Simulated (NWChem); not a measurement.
# CH3 (methyl radical): levels of theory compared

Wanted: a comparison of 6 runs (U-wB97X/cc-pVTZ, UCAM-B3LYP/cc-pVTZ, UM06-2X/cc-pVTZ, UM06-L/cc-pVTZ, UPBE0/cc-pVTZ, UTPSS/cc-pVTZ) of CH3 (methyl radical). 

The results are computed with NWChem 7.3.0.

### 1 The molecule

The species is CH3 (4 atoms), meant as a doublet with charge 0. As SMILES, `[CH3]`. The C1–H3 distance was set to 1.944 Å, away from the relaxed value. At this shape the atoms don't form one bonded unit as the SMILES string has it.

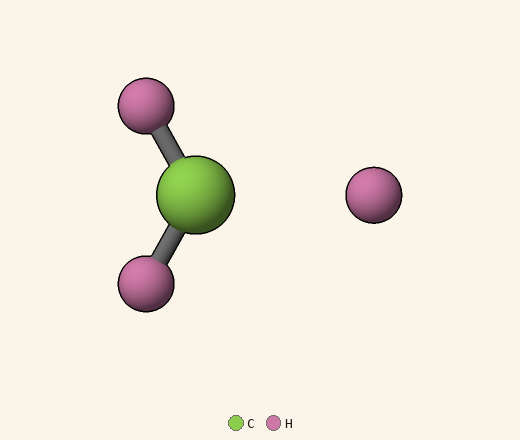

The structure, seen from a chosen angle (carbon green, hydrogen pink).

### 2 A single-point energy at U-wB97X/cc-pVTZ (run 1)

The input, ch3.xyz:

```xyz
4
CH3 energy
C      0.706523     0.134073     0.478935
H      0.797723     1.035973     1.066135
H     -0.883200    -0.167600    -0.598700
H      1.498523    -0.600227     0.490335
```

The input, ch3.nw:

```
START ch3
TITLE "CH3 energy"
memory 2200 mb
charge 0
GEOMETRY noautosym nocenter noautoz
   load format xyz ch3.xyz
END
BASIS "ao basis" spherical bse
   * library cc-pVTZ
END
DFT
   xc wb97x
   mult 2
   grid xfine
   convergence energy 1e-08
   maxiter 100
   mulliken
   print low
END
TASK dft energy
```

Command:

```console
$ nwchem ch3.nw > ch3.out
```

Log:

```text
[...]
 d= 0,ls=0.0,diis     1    -39.6744014085 -4.79D+01  1.59D-03  3.06D-02     2.9
[...]
 d= 0,ls=0.0,diis    15    -39.6971688628 -6.31D-10  4.08D-08  1.99D-12    45.8
[...]
         Total DFT energy =      -39.697168862823
      One electron energy =      -68.592929112764
           Coulomb energy =       27.017123851791
    Exchange-Corr. energy =       -6.315451378333
 Nuclear repulsion energy =        8.194087776483
[...]
      Total Density - Mulliken Population Analysis
     ---------------------------------------------
    Atom       Charge   Shell Charges
 -----------   ------   -------------------------------------------------------
    1 C    6     6.36   1.97  0.19  0.79  0.48  0.77  1.35  0.79  0.01  0.02  0.00
    2 H    1     0.84   0.27  0.45  0.09  0.01  0.02  0.00
    3 H    1     0.97   0.16  0.42  0.38  0.00  0.01  0.00
    4 H    1     0.84   0.27  0.45  0.09  0.01  0.02  0.00
[...]
      <S2> =      0.9409 (Exact =     0.7500)
[...]
```

Run time: 47 s. Hardware: 1 thread of Intel Xeon Platinum 8559C (Emerald Rapids), shared host; peak memory 0.12 GiB.

### 3 The energy at UCAM-B3LYP/cc-pVTZ (run 2)

The input, ch3.nw:

```
start ch3
memory 2200 mb

geometry units angstrom noautosym nocenter noautoz
C        0.706523       0.134073       0.478935
H        0.797723       1.035973       1.066135
H       -0.883200      -0.167600      -0.598700
H        1.498523      -0.600227       0.490335
end

basis spherical bse
* library cc-pVTZ
end

dft
xc xcamb88 1.00 lyp 0.81 vwn_5 0.19 hfexch 1.00
cam 0.33 cam_alpha 0.19 cam_beta 0.46
mult 2
grid xfine
convergence energy 1e-08
direct
iterations 100
mulliken
end

task dft
```

Command:

```console
$ nwchem ch3.nw > ch3.out
```

Log:

```text
[...]
          Wavefunction type:  spin polarized.
          No. of atoms     :     4
          No. of electrons :     9
[...]
          Charge           :     0
          Spin multiplicity:     2
[...]
          AO basis - number of functions:    72
[...]
              XC Information
              --------------
                     Hartree-Fock (Exact) Exchange  1.000
                   CAM-Becke88 Exchange Functional  1.000
                      VWN V Correlation Functional  0.190 local
              Lee-Yang-Parr Correlation Functional  0.810
[...]
 d= 0,ls=0.0,diis     1    -39.6661338928 -4.79D+01  1.58D-03  4.09D-02     2.5
[...]
 d= 0,ls=0.0,diis    16    -39.6892461287 -2.32D-09  2.64D-08  2.65D-13    38.8
[...]
         Total DFT energy =      -39.689246128671
      One electron energy =      -68.614285674067
           Coulomb energy =       27.035492648654
    Exchange-Corr. energy =       -6.304540879742
 Nuclear repulsion energy =        8.194087776483
[...]
      Total Density - Mulliken Population Analysis
     ---------------------------------------------
    Atom       Charge   Shell Charges
 -----------   ------   -------------------------------------------------------
    1 C    6     6.32   1.96  0.20  0.80  0.46  0.79  1.31  0.78  0.01  0.01  0.00
    2 H    1     0.85   0.27  0.45  0.11  0.01  0.02  0.00
    3 H    1     0.97   0.16  0.42  0.38  0.00  0.01  0.00
    4 H    1     0.85   0.27  0.45  0.11  0.01  0.02  0.00
[...]
      <S2> =      0.9490 (Exact =     0.7500)
[...]
```

Wall time 40 s (1 thread of Intel Xeon Platinum 8559C (Emerald Rapids), shared host); peak memory 0.12 GiB.

Runs 3 to 5 aren't shown in full; the table further down has their settings and results.

### 4 A single-point energy at UTPSS/cc-pVTZ (run 6)

The input, ch3.nw:

```
start ch3
title "CH3"
memory 2200 mb

geometry units angstroms noautosym nocenter noautoz
 C      0.706523     0.134073     0.478935
 H      0.797723     1.035973     1.066135
 H     -0.883200    -0.167600    -0.598700
 H      1.498523    -0.600227     0.490335
end

basis spherical bse
 C library cc-pVTZ
 H library cc-pVTZ
end

dft
 xc xtpss03 ctpss03
 mult 2
 grid xfine
 convergence energy 1e-08
 maxiter 100
 mulliken
end

task dft energy
```

Command:

```console
$ nwchem ch3.nw > ch3.out
```

Log:

```text
[...]
          Wavefunction type:  spin polarized.
          No. of atoms     :     4
          No. of electrons :     9
[...]
          Charge           :     0
          Spin multiplicity:     2
[...]
          AO basis - number of functions:    72
[...]
              XC Information
              --------------
                  TPSS metaGGA Exchange Functional  1.000
             TPSS03 metaGGA Correlation Functional  1.000
[...]
 d= 0,ls=0.0,diis     1    -39.7104009483 -4.79D+01  2.26D-03  3.37D-02     2.1
[...]
 d= 0,ls=0.0,diis    14    -39.7336890476 -5.11D-10  2.82D-06  8.23D-10    29.3
[...]
         Total DFT energy =      -39.733689047621
      One electron energy =      -68.621514678913
           Coulomb energy =       27.054984315691
    Exchange-Corr. energy =       -6.361246460882
 Nuclear repulsion energy =        8.194087776483
[...]
      Total Density - Mulliken Population Analysis
     ---------------------------------------------
    Atom       Charge   Shell Charges
 -----------   ------   -------------------------------------------------------
    1 C    6     6.28   1.96  0.19  0.82  0.44  0.77  1.34  0.74  0.01  0.01  0.00
    2 H    1     0.87   0.27  0.47  0.09  0.01  0.03  0.00
    3 H    1     0.98   0.16  0.46  0.35  0.00  0.01  0.00
    4 H    1     0.87   0.27  0.47  0.09  0.01  0.03  0.00
[...]
      <S2> =      0.9330 (Exact =     0.7500)
[...]
```

Run time: 30 s. Hardware: 1 thread of Intel Xeon Platinum 8559C (Emerald Rapids), shared host; peak memory 0.12 GiB.

### 5 The series

```tsv
run	level	energy (Eh)	⟨S²⟩	wall time
1	U-wB97X/cc-pVTZ	-39.697169	0.941	47 s
2	UCAM-B3LYP/cc-pVTZ	-39.689246	0.949	40 s
3	UM06-2X/cc-pVTZ	-39.686059	0.984	32 s
4	UM06-L/cc-pVTZ	-39.706950	0.884	29 s
5	UPBE0/cc-pVTZ	-39.661631	0.946	22 s
6	UTPSS/cc-pVTZ	-39.733689	0.933	30 s
```

### 6 Results

| quantity | value |
| --- | --- |
| run 6: total energy | -39.73369 Eh |
| run 6: dipole moment | 0.58 D |
| run 6: HOMO energy (highest over α and β) | -5.80 eV |
| run 6: LUMO energy (lowest over α and β) | -2.55 eV |
| run 6: ⟨S²⟩ | 0.933 |

What this shows: Among the runs that give it from their own density at one geometry, the dipole moment runs from 0.51 D (UM06-L/cc-pVTZ) to 0.58 D (UTPSS/cc-pVTZ). Totals of different functionals can't be ranked against each other. Spin contamination of the reference: run 3 ⟨S²⟩ = 0.98, run 2 ⟨S²⟩ = 0.95, run 5 ⟨S²⟩ = 0.95, run 1 ⟨S²⟩ = 0.94, run 6 ⟨S²⟩ = 0.93, run 4 ⟨S²⟩ = 0.88. All runs together took 3.3 min, the longest 47 s.
